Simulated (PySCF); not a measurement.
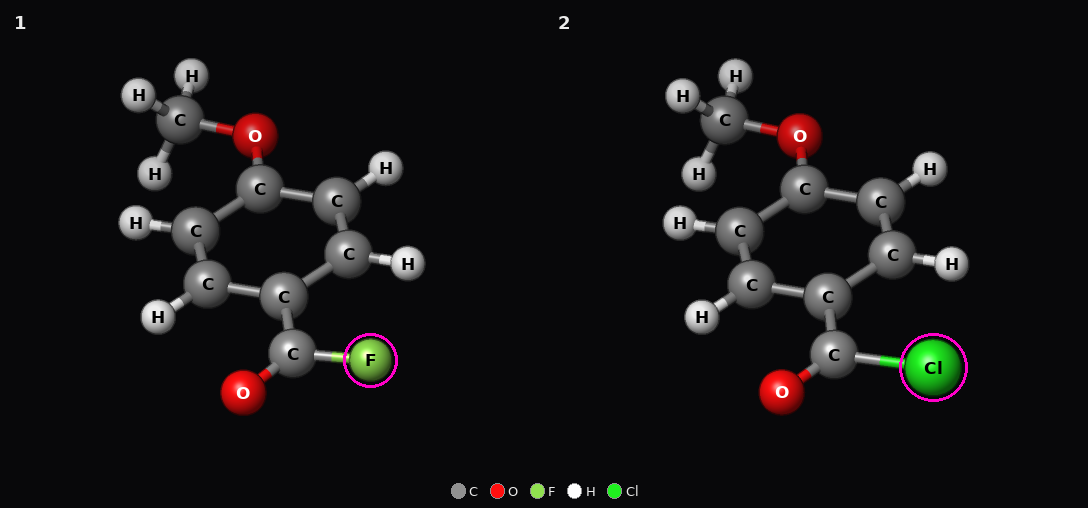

2 molecules with one skeleton, seen from the same side and at one scale; the atom that differs is circled. Each species is neutral and a spin singlet. Computed geometries: GFN2-xTB optimisations, one conformation each. Properties computed with PySCF 2.14.0.

One atom differs, called X below: F in panel 1, Cl in panel 2. Their formulas are C8H7FO2 (`COc1ccc(C(=O)F)cc1`), C8H7ClO2 (`COc1ccc(C(=O)Cl)cc1`).

**In which is the GIAO shielding of the C bonded to X larger (PBE0/pcSseg-1)?**

In panel 1 (X = F).

**In which is the length of X–C larger (GFN2-xTB)?**

In panel 2 (X = Cl).

Give the values. With GFN2-xTB: length of X–C (Å), angle C–C–X (°). With PBE0/pcSseg-1: dipole moment (D), HOMO energy (Kohn–Sham orbital) (eV), HOMO–LUMO gap (eV), Hirshfeld charge of X (e), GIAO shielding of the C bonded to X (ppm).

```
                                 quantity  1 (F)  2 (Cl)   2 − 1
                        length of X–C (Å)  1.373   1.780  +0.407
                          angle C–C–X (°)  112.3   114.3    +2.0
                        dipole moment (D)   5.44    5.50   +0.06
     HOMO energy (Kohn–Sham orbital) (eV)  −7.19   −7.22   −0.03
                       HOMO–LUMO gap (eV)   5.53    5.31   −0.22
                Hirshfeld charge of X (e)  −0.10   −0.06   +0.04
GIAO shielding of the C bonded to X (ppm)   21.4    11.9    −9.5
```
